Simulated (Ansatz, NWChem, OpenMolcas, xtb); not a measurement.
# Loss of H2: CH4S → CH2S + H2

Gas-phase species: CH4S (methanethiol) `CS`, singlet; CH2S (methanethial) `C=S`, singlet; H2 (hydrogen), singlet. This is a balance of energies; it says nothing on the path, which may need atoms to shift.

Shapes, held fixed at every level: PBE0-D4/def2-TZVP. Programs: Ansatz 0.2.0, NWChem 7.3.0, OpenMolcas 26.06, xtb 6.7.1. The zero-point and thermal change to 298 K, harmonic and unscaled (PBE0-D4/def2-TZVP), is -22.7 kJ/mol.

```
                             level            kind  ΔH(298 K) (kJ/mol)
                          GFN2-xTB  semi-empirical              +186.3
                         HF/STO-3G    Hartree–Fock              +263.0
                          HF/3-21G    Hartree–Fock              +150.0
                       HF/def2-SVP    Hartree–Fock              +160.4
B3LYP/6-31G* (spherical functions)   global hybrid              +136.1
                     PBE0/def2-SVP   global hybrid              +168.6
```

PBE0/def2-SVP gives ΔH(298 K) = +168.6 kJ/mol; the levels span +136.1 to +263.0. The median of the levels is +164.5. No measured value is set beside it here. PBE0/def2-SVP lies outside the range of the other correlated levels here, so it shouldn't be taken on trust. Rows in sets without polarisation functions are far from converged.

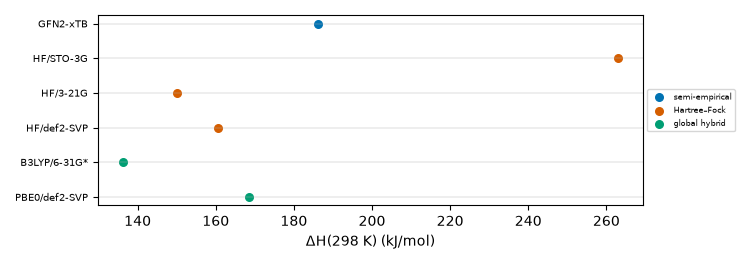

The values of the table, level by level.
